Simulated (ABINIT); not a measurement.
**RbGeH3 (Pm-3m): from the cell to the phonon bands**

How does RbGeH3 (Pm-3m) vibrate, and is this structure a minimum?

Main program and level: ABINIT 10.8.3; DFT PBE, scalar-relativistic, plane waves, PseudoDojo norm-conserving pseudopotentials.

The structure was built from a prototype and need not be the compound's stable phase.

### Step 1. The starting structure

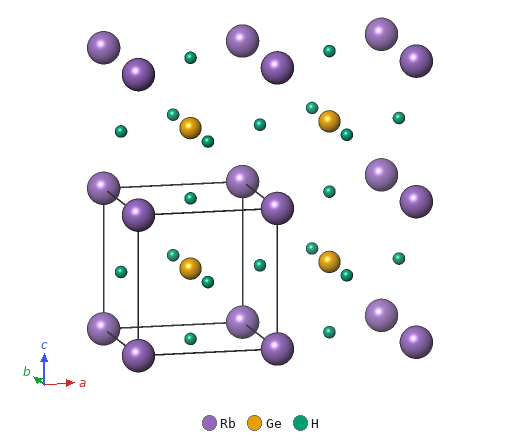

The starting structure, seen slightly off an axis (rubidium purple, germanium orange, hydrogen teal). 2×1×2 cells are drawn. Some periodic images of atoms are drawn too.

### Step 2. A probe with smearing

A first run with smearing and empty bands tells whether the crystal has a gap, which decides between fixed occupations and smearing later on.

The input, probe.abi:

```
# ground state
tolvrs 1.0d-08
prtden 1
prtwf 1

# basis, mesh and filling
ecut 35.0
ngkpt 4 4 4
nshiftk 1
shiftk 0.0 0.0 0.0
istwfk *1
occopt 7
tsmear 0.005
nband 20
nstep 100
diemac 9.0
prtebands 0
prtgsr 0
useylm 1

# cell and atoms
acell 8.33369221 8.33369221 8.33369221
rprim 
    1.0 0.0 0.0
    0.0 1.0 0.0
    0.0 0.0 1.0
ntypat 3
znucl 37 32 1
natom 5
typat 1 2 3 3 3
xred 
    0.0 0.0 0.0
    0.5 0.5 0.5
    0.5 0.5 0.0
    0.5 0.0 0.5
    0.0 0.5 0.5
pp_dirpath "./pseudo"
pseudos "Rb.upf, Ge.upf, H.upf"
```

On the command line:

```bash
> OMP_NUM_THREADS=1 mpirun -n 4 abinit probe.abi > probe.log
```

Numbers of over 12 decimals in the logs are rounded to 6 here.

probe.abo, the main output file:

```text
[banners, grids, parts of the stress and lines that vanish by symmetry left out]
- input  file    -> probe.abi
- output file    -> probe.abo
- root for input  files -> probei
[...]
Symmetries : space group Pm -3 m (#221); Bravais cP (primitive cubic)
[...]
mpw =        5832          nfft =      110592          nkpt =          10
[...]
== DATASET  1 ==================================================================
[...]
cutoff_energies: {ecut:  35.0, pawecutdg:  -1.0, }
[...]
ETOT  1  -116.36860218939    -1.164E+02 9.188E-01 5.218E+02
 ETOT  2  -117.93458028488    -1.566E+00 1.772E-02 6.849E+02
 ETOT  3  -118.01717548957    -8.260E-02 3.911E-03 1.201E+02
 ETOT  4  -118.03036723582    -1.319E-02 3.578E-03 1.668E+00
 ETOT  5  -118.03003537364     3.319E-04 1.813E-03 6.709E+00
[...]
ETOT  9  -118.03090852442    -1.284E-07 6.830E-04 5.239E-07
 ETOT 10  -118.03090852456    -1.327E-10 1.940E-04 1.957E-09
 At SCF step   10       vres2   =  1.96E-09 < tolvrs=  1.00E-08 =>converged.
[...]
sigma(1 1)=  1.30855208E-04  sigma(3 2)=  0.00000000E+00
  sigma(2 2)=  1.30855208E-04  sigma(3 1)=  0.00000000E+00
  sigma(3 3)=  1.30855208E-04  sigma(2 1)=  0.00000000E+00
[...]
convergence: {deltae: -1.327E-10, res2:  1.957E-09, residm:  1.940E-04, diffor: null, }
etotal    :  -1.18030909E+02
[...]
sigma(1 1)=  1.30855208E-04  sigma(3 2)=  0.00000000E+00
  sigma(2 2)=  1.30855208E-04  sigma(3 1)=  0.00000000E+00
  sigma(3 3)=  1.30855208E-04  sigma(2 1)=  0.00000000E+00
[...]
- sigma(1 1)=  3.84989314E+00  sigma(3 2)=  0.00000000E+00
- sigma(2 2)=  3.84989314E+00  sigma(3 1)=  0.00000000E+00
- sigma(3 3)=  3.84989314E+00  sigma(2 1)=  0.00000000E+00
[...]
fcart     -0.0000000000E+00 -0.0000000000E+00 -0.0000000000E+00
           strten      1.3085520799E-04  1.3085520799E-04  1.3085520799E-04
================================================================================

[key lines of the parts left out:]
pressure_GPa:  -3.8499E+00
```

The job ended after 23 s (4 MPI ranks of Arm Neoverse N1, shared host).

This step gave:

- volume per atom: 17.15 Å³
- pressure: -3.850 GPa
- gap on the k-mesh: 0 eV

No gap opens on this mesh, so smearing is kept; the printed pressure holds the stress of the finite basis too.

### Step 3. Rough relaxation

The typed start is rough, so a first relaxation with smearing and loose thresholds takes it towards rest cheaply.

The input, prerelax.abi:

```
# relaxation
ionmov 2
optcell 2
dilatmx 1.15
chkdilatmx 0
ntime 40
tolmxf 3.0d-04
tolvrs 1.0d-10
prtwf 0
prtden 0
chksymtnons 0

# basis, mesh and filling
ecut 35.0
ecutsm 3.0
ngkpt 4 4 4
nshiftk 1
shiftk 0.0 0.0 0.0
istwfk *1
occopt 7
tsmear 0.005
nband 20
nstep 100
diemac 1000000.0
prtebands 0
prtgsr 0
useylm 1

# cell and atoms
acell 8.33369221 8.33369221 8.33369221
rprim 
    1.0 0.0 0.0
    0.0 1.0 0.0
    0.0 0.0 1.0
ntypat 3
znucl 37 32 1
natom 5
typat 1 2 3 3 3
xred 
    0.0 0.0 0.0
    0.5 0.5 0.5
    0.5 0.5 0.0
    0.5 0.0 0.5
    0.0 0.5 0.5
pp_dirpath "./pseudo"
pseudos "Rb.upf, Ge.upf, H.upf"
```

On the command line:

```bash
> OMP_NUM_THREADS=1 mpirun -n 4 abinit prerelax.abi > prerelax.log
```

prerelax.abo, the main output file:

```text
[banners, grids, parts of the stress and lines that vanish by symmetry left out]
- input  file    -> prerelax.abi
- output file    -> prerelax.abo
- root for input  files -> prerelaxi
[...]
Symmetries : space group Pm -3 m (#221); Bravais cP (primitive cubic)
[...]
mpw =        8744          nfft =      157464          nkpt =          10
[...]
== DATASET  1 ==================================================================
[...]
cutoff_energies: {ecut:  35.0, pawecutdg:  -1.0, }
[...]
ETOT  1  -116.22165850229    -1.162E+02 8.581E-01 8.754E+02
 ETOT  2  -117.92933729642    -1.708E+00 1.346E-02 9.647E+02
 ETOT  3  -118.01378351364    -8.445E-02 2.437E-02 1.951E+02
 ETOT  4  -118.02927931611    -1.550E-02 3.729E-03 8.847E+00
 ETOT  5  -118.02879843609     4.809E-04 1.235E-03 1.054E+01
[...]
At SCF step   12       vres2   =  2.13E-11 < tolvrs=  1.00E-10 =>converged.
[...]
ETOT  9  -118.03552875030     2.117E-12 5.454E-08 1.155E-11
 At SCF step    9       vres2   =  1.16E-11 < tolvrs=  1.00E-10 =>converged.
[...]
sigma(1 1)= -2.05709314E-06  sigma(3 2)=  0.00000000E+00
  sigma(2 2)= -2.05709314E-06  sigma(3 1)=  0.00000000E+00
  sigma(3 3)= -2.05709314E-06  sigma(2 1)=  0.00000000E+00
[...]
convergence: {deltae:  2.117E-12, res2:  1.155E-11, residm:  5.454E-08, diffor: null, }
etotal    :  -1.18035529E+02
[...]
At Broyd/MD step   4, gradients are converged :
[...]
sigma(1 1)= -2.05709314E-06  sigma(3 2)=  0.00000000E+00
  sigma(2 2)= -2.05709314E-06  sigma(3 1)=  0.00000000E+00
  sigma(3 3)= -2.05709314E-06  sigma(2 1)=  0.00000000E+00
[...]
- sigma(1 1)= -6.05217698E-02  sigma(3 2)=  0.00000000E+00
- sigma(2 2)= -6.05217698E-02  sigma(3 1)=  0.00000000E+00
- sigma(3 3)= -6.05217698E-02  sigma(2 1)=  0.00000000E+00
[...]
fcart     -0.0000000000E+00 -0.0000000000E+00 -0.0000000000E+00
           strten     -2.0570931438E-06 -2.0570931438E-06 -2.0570931438E-06
================================================================================

[key lines of the parts left out:]
pressure_GPa:   6.0522E-02
Total energy (etotal) [Ha]= -1.18035528750296E+02
```

Wall time 2.2 min (4 MPI ranks).

Relaxation path:

```csv
step,energy less that of the first step (eV),largest force (eV/Å),volume (Å³)
1,0.0000,0.0000,85.77
2,-0.0175,0.0000,84.90
3,-0.1574,0.0000,72.43
4,-0.1575,0.0000,72.00
```

```csv
"conventional cell, symmetrised",before,after,change
a (Å),4.410,4.160,-5.7 %
b (Å),4.410,4.160,-5.7 %
c (Å),4.410,4.160,-5.7 %
volume (Å³/atom),17.15,14.40,-16.1 %
```

The relaxed structure:

```xyz
5
Lattice="4.1601 0.0000 0.0000 0.0000 4.1601 0.0000 0.0000 0.0000 4.1601" Properties=species:S:1:pos:R:3 pbc="T T T"
Rb    0.0000    0.0000    0.0000
Ge    2.0801    2.0801    2.0801
H     2.0801    2.0801    0.0000
H     2.0801    0.0000    2.0801
H     0.0000    2.0801    2.0801
```

Read from the output:

| Item | Value |
| --- | --- |
| volume per atom | 14.40 Å³ |
| pressure | 0.06052 GPa |

The volume changes by -16.1 % in this run and stands -16.1 % from the first cell.

### Step 4. Rough relaxation

The cell changed much, so the rough relaxation is repeated on a basis made for the new cell.

prerelax.abi, as its differences from that of step 3:

```diff
@@ -29,3 +29,3 @@
 # cell and atoms
-acell 8.33369221 8.33369221 8.33369221
+acell 7.861525214 7.861525214 7.861525214
 rprim
```

prerelax.abo, the main output file:

```text
[banners, grids, parts of the stress and lines that vanish by symmetry left out]
- input  file    -> prerelax.abi
- output file    -> prerelax.abo
- root for input  files -> prerelaxi
[...]
Symmetries : space group Pm -3 m (#221); Bravais cP (primitive cubic)
[...]
mpw =        7400          nfft =      125000          nkpt =          10
[...]
== DATASET  1 ==================================================================
[...]
cutoff_energies: {ecut:  35.0, pawecutdg:  -1.0, }
[...]
ETOT  1  -116.66006074680    -1.167E+02 1.104E+00 3.408E+02
 ETOT  2  -117.99563688905    -1.336E+00 8.895E-03 4.037E+02
 ETOT  3  -118.02879068010    -3.315E-02 8.628E-03 8.997E+01
 ETOT  4  -118.03549429541    -6.704E-03 1.332E-02 3.491E-01
 ETOT  5  -118.03552559239    -3.130E-05 4.779E-04 6.531E-02
[...]
ETOT 10  -118.03552869367    -1.590E-10 4.366E-05 9.894E-10
 ETOT 11  -118.03552869366     9.905E-12 6.650E-05 1.549E-11
 At SCF step   11       vres2   =  1.55E-11 < tolvrs=  1.00E-10 =>converged.
[...]
sigma(1 1)= -2.05469614E-06  sigma(3 2)=  0.00000000E+00
  sigma(2 2)= -2.05469614E-06  sigma(3 1)=  0.00000000E+00
  sigma(3 3)= -2.05469614E-06  sigma(2 1)=  0.00000000E+00
[...]
convergence: {deltae:  9.905E-12, res2:  1.549E-11, residm:  6.650E-05, diffor: null, }
etotal    :  -1.18035529E+02
[...]
At Broyd/MD step   1, gradients are converged :
[...]
sigma(1 1)= -2.05469614E-06  sigma(3 2)=  0.00000000E+00
  sigma(2 2)= -2.05469614E-06  sigma(3 1)=  0.00000000E+00
  sigma(3 3)= -2.05469614E-06  sigma(2 1)=  0.00000000E+00
[...]
- sigma(1 1)= -6.04512476E-02  sigma(3 2)=  0.00000000E+00
- sigma(2 2)= -6.04512476E-02  sigma(3 1)=  0.00000000E+00
- sigma(3 3)= -6.04512476E-02  sigma(2 1)=  0.00000000E+00
[...]
fcart     -0.0000000000E+00 -0.0000000000E+00 -0.0000000000E+00
           strten     -2.0546961442E-06 -2.0546961442E-06 -2.0546961442E-06
================================================================================

[key lines of the parts left out:]
pressure_GPa:   6.0451E-02
Total energy (etotal) [Ha]= -1.18035528693665E+02
```

Run time: 32 s. Hardware: 4 MPI ranks.

Little changed from the start: no atom moved by 0.005 Å and no cell edge by 0.1 %.

Read from the output:

```yaml
pressure: 0.06045 GPa
```

The volume changes by +0.0 % in this run and stands -16.1 % from the first cell.

### Step 5. Relaxing the cell and atoms

The harmonic expansion needs vanishing forces, and a free crystal bears no stress, so cell and atoms are brought to rest. Stress is more sensitive to the basis than forces are: the last 3 Ha under the cutoff are smoothed with ecutsm, and the cutoff is raised above that of the later runs.

relax.abi, as its differences from prerelax.abi of step 4:

```diff
@@ -3,7 +3,6 @@
 optcell 2
-dilatmx 1.15
-chkdilatmx 0
+dilatmx 1.08
 ntime 40
-tolmxf 3.0d-04
-tolvrs 1.0d-10
+tolmxf 1.0d-05
+tolvrs 1.0d-14
 prtwf 0
@@ -13,5 +12,5 @@
 # basis, mesh and filling
-ecut 35.0
+ecut 43.0
 ecutsm 3.0
-ngkpt 4 4 4
+ngkpt 6 6 6
 nshiftk 1
@@ -19,4 +18,4 @@
 istwfk *1
-occopt 7
-tsmear 0.005
+occopt 6
+tsmear 0.01
 nband 20
```

On the command line:

```bash
> OMP_NUM_THREADS=1 mpirun -n 4 abinit relax.abi > relax.log
```

relax.abo, the main output file:

```text
[banners, grids, parts of the stress and lines that vanish by symmetry left out]
- input  file    -> relax.abi
- output file    -> relax.abo
- root for input  files -> relaxi
[...]
Symmetries : space group Pm -3 m (#221); Bravais cP (primitive cubic)
[...]
mpw =        8289          nfft =      157464          nkpt =          20
[...]
== DATASET  1 ==================================================================
[...]
cutoff_energies: {ecut:  43.0, pawecutdg:  -1.0, }
[...]
ETOT  1  -116.60820581095    -1.166E+02 1.022E+00 4.583E+02
 ETOT  2  -118.00060610047    -1.392E+00 1.854E-02 5.913E+02
 ETOT  3  -118.03901734310    -3.841E-02 7.220E-03 1.393E+02
 ETOT  4  -118.04735293168    -8.336E-03 1.553E-02 7.647E-01
 ETOT  5  -118.04735793417    -5.002E-06 2.465E-03 7.567E-01
[...]
At SCF step   14       vres2   =  7.38E-17 < tolvrs=  1.00E-14 =>converged.
[...]
sigma(1 1)=  1.53363360E-06  sigma(3 2)=  0.00000000E+00
  sigma(2 2)=  1.53363360E-06  sigma(3 1)=  0.00000000E+00
  sigma(3 3)=  1.53363360E-06  sigma(2 1)=  0.00000000E+00
[...]
convergence: {deltae: -3.070E-12, res2:  7.384E-17, residm:  7.859E-05, diffor: null, }
etotal    :  -1.18047400E+02
[...]
ETOT  1  -118.04740013339    -1.180E+02 3.669E-05 6.954E-03
[...]
At SCF step    9       vres2   =  5.75E-15 < tolvrs=  1.00E-14 =>converged.
[...]
sigma(1 1)=  1.38261426E-06  sigma(3 2)=  0.00000000E+00
  sigma(2 2)=  1.38261426E-06  sigma(3 1)=  0.00000000E+00
  sigma(3 3)=  1.38261426E-06  sigma(2 1)=  0.00000000E+00
[...]
convergence: {deltae:  8.868E-12, res2:  5.754E-15, residm:  3.341E-05, diffor: null, }
etotal    :  -1.18047401E+02
[...]
ETOT  1  -118.04736338301    -1.180E+02 4.071E-04 5.816E-01
[...]
ETOT 10  -118.04740099853    -4.547E-12 4.444E-04 2.779E-14
 ETOT 11  -118.04740099853     2.899E-12 2.232E-05 4.787E-16
 At SCF step   11       vres2   =  4.79E-16 < tolvrs=  1.00E-14 =>converged.
[...]
sigma(1 1)= -2.32004372E-09  sigma(3 2)=  0.00000000E+00
  sigma(2 2)= -2.32004372E-09  sigma(3 1)=  0.00000000E+00
  sigma(3 3)= -2.32004372E-09  sigma(2 1)=  0.00000000E+00
[...]
convergence: {deltae:  2.899E-12, res2:  4.787E-16, residm:  2.232E-05, diffor: null, }
etotal    :  -1.18047401E+02
[...]
At Broyd/MD step   3, gradients are converged :
[...]
sigma(1 1)= -2.32004372E-09  sigma(3 2)=  0.00000000E+00
  sigma(2 2)= -2.32004372E-09  sigma(3 1)=  0.00000000E+00
  sigma(3 3)= -2.32004372E-09  sigma(2 1)=  0.00000000E+00
[...]
- sigma(1 1)= -6.82580429E-05  sigma(3 2)=  0.00000000E+00
- sigma(2 2)= -6.82580428E-05  sigma(3 1)=  0.00000000E+00
- sigma(3 3)= -6.82580429E-05  sigma(2 1)=  0.00000000E+00
[...]
fcart     -0.0000000000E+00 -0.0000000000E+00 -0.0000000000E+00
           strten     -2.3200437231E-09 -2.3200437188E-09 -2.3200437205E-09
================================================================================

[key lines of the parts left out:]
pressure_GPa:   6.8258E-05
Total energy (etotal) [Ha]= -1.18047400998529E+02
```

It took 2.8 min on 4 MPI ranks; 11 min of CPU time.

Little changed from the start: no atom moved by 0.005 Å and no cell edge by 0.1 %.

Read from the output:

- volume per atom: 14.38 Å³
- pressure: 6.83e-5 GPa

The volume changes by -0.1 % in this run and stands -16.2 % from the first cell.

### Step 6. Self-consistent run for the response

The response is built on these wavefunctions, so the potential is converged far more tightly than an energy would need. Smearing stays on, as the first look found no gap above 0.3 eV.

The input, gs.abi:

```
# ground state
tolvrs 1.0d-16
prtden 1
prtwf 1

# basis, mesh and filling
ecut 35.0
ngkpt 6 6 6
nshiftk 1
shiftk 0.0 0.0 0.0
istwfk *1
occopt 6
tsmear 0.01
nband 20
nstep 100
diemac 1000000.0
prtebands 0
prtgsr 0
useylm 1

# cell and atoms
acell 7.857856699 7.857856699 7.857856699
rprim 
    1.0 0.0 0.0
    0.0 1.0 0.0
    0.0 0.0 1.0
ntypat 3
znucl 37 32 1
natom 5
typat 1 2 3 3 3
xred 
    0.0 0.0 0.0
    0.5 0.5 0.5
    0.5 0.5 0.0
    0.5 0.0 0.5
    0.0 0.5 0.5
pp_dirpath "./pseudo"
pseudos "Rb.upf, Ge.upf, H.upf"
```

On the command line:

```bash
> OMP_NUM_THREADS=1 mpirun -n 4 abinit gs.abi > gs.log
```

gs.abo, the main output file:

```text
[banners, grids, parts of the stress and lines that vanish by symmetry left out]
- input  file    -> gs.abi
- output file    -> gs.abo
- root for input  files -> gsi
[...]
Symmetries : space group Pm -3 m (#221); Bravais cP (primitive cubic)
[...]
mpw =        4837          nfft =       91125          nkpt =          20
[...]
== DATASET  1 ==================================================================
[...]
cutoff_energies: {ecut:  35.0, pawecutdg:  -1.0, }
[...]
ETOT  1  -116.64911391012    -1.166E+02 9.304E-01 2.700E+02
 ETOT  2  -118.00002246757    -1.351E+00 2.041E-02 3.356E+02
 ETOT  3  -118.03892961690    -3.891E-02 2.385E-03 7.472E+01
 ETOT  4  -118.04681235150    -7.883E-03 2.122E-02 3.144E-01
 ETOT  5  -118.04682857034    -1.622E-05 7.307E-04 4.043E-01
[...]
ETOT 13  -118.04687047083     7.532E-13 2.778E-04 9.161E-15
 ETOT 14  -118.04687047082     8.427E-12 1.648E-04 4.037E-17
 At SCF step   14       vres2   =  4.04E-17 < tolvrs=  1.00E-16 =>converged.
[...]
sigma(1 1)=  2.15023947E-05  sigma(3 2)=  0.00000000E+00
  sigma(2 2)=  2.15023947E-05  sigma(3 1)=  0.00000000E+00
  sigma(3 3)=  2.15023947E-05  sigma(2 1)=  0.00000000E+00
[...]
convergence: {deltae:  8.427E-12, res2:  4.037E-17, residm:  1.648E-04, diffor: null, }
etotal    :  -1.18046870E+02
[...]
sigma(1 1)=  2.15023947E-05  sigma(3 2)=  0.00000000E+00
  sigma(2 2)=  2.15023947E-05  sigma(3 1)=  0.00000000E+00
  sigma(3 3)=  2.15023947E-05  sigma(2 1)=  0.00000000E+00
[...]
- sigma(1 1)=  6.32622294E-01  sigma(3 2)=  0.00000000E+00
- sigma(2 2)=  6.32622294E-01  sigma(3 1)=  0.00000000E+00
- sigma(3 3)=  6.32622294E-01  sigma(2 1)=  0.00000000E+00
[...]
fcart     -0.0000000000E+00 -0.0000000000E+00 -0.0000000000E+00
           strten      2.1502394719E-05  2.1502394719E-05  2.1502394719E-05
================================================================================

[key lines of the parts left out:]
pressure_GPa:  -6.3262E-01
```

Run time: 45 s. Hardware: 4 MPI ranks.

Read from the output:

```yaml
pressure: -0.6326 GPa
```

The cell stands at -0.63 GPa: the relaxation ran with a smoothed and higher cutoff, and the difference is a stress of the finite basis.

(Continued in part 2 of 6.)

[Host names and launcher messages were left out of these logs when they were recorded.]

[Logs are printed without paths, hosts, clocks, repeated set-up lines and the standing remarks that a program may print on its own settings, such as how far it seeks lower states.]

[Hosts, paths, dates, database ids (printed as entryN), source tags and the programs' standing remarks are cut or masked in the printed files.]
